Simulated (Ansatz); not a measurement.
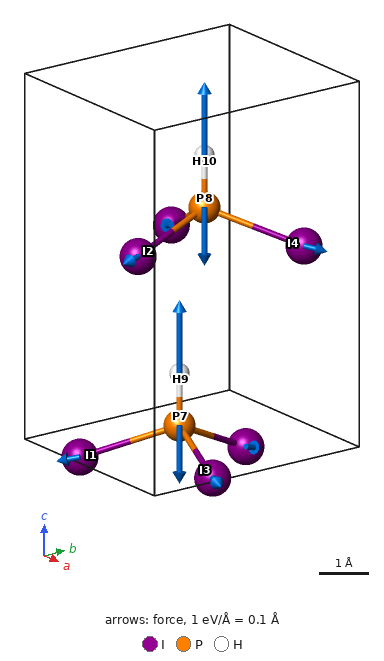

Starting geometry of a crystal of PHI₃ (a generated structure, set up in P6_3) with the computed forces as blue arrows. A ball-and-stick model of the cell of the calculation, reduced to other axes, seen slightly off an axis. Lengths and directions refer to the drawn axes.

The start is a swapped structure.

Level of theory: DFT, PAW plane waves, r2SCAN in Ansatz 0.2.0.

Input
```yaml
crystal:
  lattice:
    - [3.475047, 6.018954, 0.0]
    - [-3.475047, 6.018954, 0.0]
    - [0.0, 0.0, 7.662402]
  atoms:
    - { symbol: I, position: [0.356, 0.688, 0.0] }
    - { symbol: I, position: [0.312, 0.044, 0.5] }
    - { symbol: I, position: [0.956, 0.356, 0.0] }
    - { symbol: I, position: [0.644, 0.312, 0.5] }
    - { symbol: I, position: [0.688, 0.956, 0.0] }
    - { symbol: I, position: [0.044, 0.644, 0.5] }
    - { symbol: P, position: [0.66667, 0.66666, 0.096] }
    - { symbol: P, position: [0.33334, 0.33333, 0.596] }
    - { symbol: H, position: [0.66667, 0.66666, 0.239] }
    - { symbol: H, position: [0.33334, 0.33333, 0.739] }
  symmetry: { tolerance: 0.0003 }
kpoints:
  mp_grid: { grid: [5, 5, 4], shift: [0, 0, 0] }
magnetization:
  spin_polarized: false
scf:
  occupations: { method: fermi_dirac }
  lower_state_search: "off"
hamiltonian:
  pseudopotentials: { kind: paw }
  xc: r2scan
basis:
  ecutwfc: 500
  fft_grid_basis: typed
relax:
  max_steps: 60
  cell: { p_target: 5.0 }
output:
  forces: true
  stress: true
  eigenvalues: true
  bader: true
  populations: true
  elf: true
  write_potential: true
  volumetric_format: npy
  dos:
    e_range: [-12, 8]
    de: 0.05
    projected: { site_lists: { H: [H], I: [I], P: [P] } }
checkpoint:
  read: saved_state
```

Launched with:
```bash
ansatz run input.yaml --threads 2 --pin off --max-ram 3584MiB --backend cpu --events-out ev --progress --plain --runs-dir out
```

**Is this structure relaxed? If not, where do the atoms go?**

It isn't relaxed: the largest force vector, on H atoms, is 15.35 eV/Å. The final displacements follow the starting forces only in part (cosine between the two patterns 0.56). The largest moves relative to the cell, 0.53 Å, are those of I1, I2, I3, I4, I5 and I6. I4 goes roughly along [2 3 1]. By element the largest moves are I 0.53 Å, P 0.45 Å, H 0.01 Å. The volume changes by −18.5 %, with a = b 6.950 → 6.737 Å (−3.1 %), c 7.662 → 6.647 Å (−13.3 %). Some distances before and after: P7–H9 1.096 → 1.406 Å, I1–P7 2.215 → 2.514 Å. Bond angles that change, for instance: I2–P8–H10 109.4° → 91.0°, I2–P8–I4 109.5° → 120.0°. The space group stays P6_3 (No. 173). Over 9 accepted moves (10 points after the start) the energy falls by 782 meV per atom. With the target pressure of 5 GPa, the enthalpy E + pV changes by −967 meV per atom. Largest force component: 15 eV/Å at the start, 0.0012 eV/Å at the end. Pressure: 17.08 GPa at the start and 4.98 GPa at the end. The SCF was repeated once at an unchanged geometry on a basis and grid sized afresh for the cell, which shifted the energy by 0.6 meV per atom at most.
